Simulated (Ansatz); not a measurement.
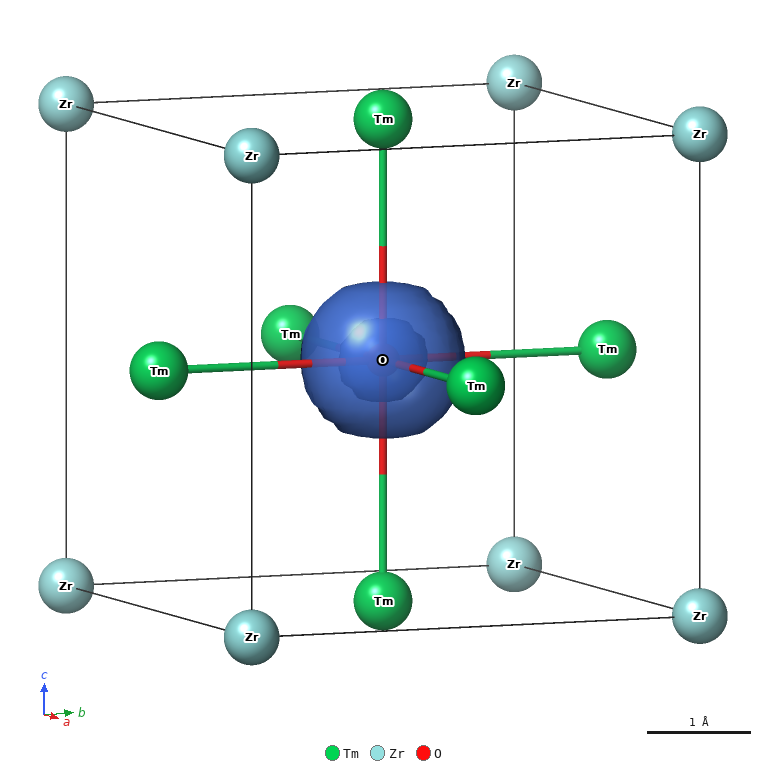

Figure 1: Tm$_{3}$ZrO. Isosurface of the ELF at 0.75 (blue), seen slightly off an axis. Core shells and regions of very low density are left out. Sticks mark near contacts.

Space group Pm-3m; a structure generated by program, which may or may not match a known phase; computed without spin polarisation; no Hubbard U on the f states and no spin–orbit coupling.

These are results of DFT PBE, scalar-relativistic, plane waves, PAW; 4f electrons in the core of a trivalent norm-conserving potential in Ansatz 0.2.0, not measurements.

In a pseudopotential calculation such maps are meaningful between the atoms, not at the nuclei.

Q: Identify the bonds, lone pairs and shells in this picture.

A: The ELF exceeds this value in one region wrapped around O (its valence shell), counted in one cell of 5 atoms. Any copies at cell faces, edges or corners count once. Along the contacts the grid gives the following. Tm–O (2.37 Å): the ELF peaks at about 0.85 in the valence shell of O, 0.7 Å from its nucleus, and drops to about 0.10 between the two atoms; no shared electron pair shows on this line. Tm–Zr (3.36 Å): the ELF is about 0.30 at the midpoint (no localised pair shows between them).
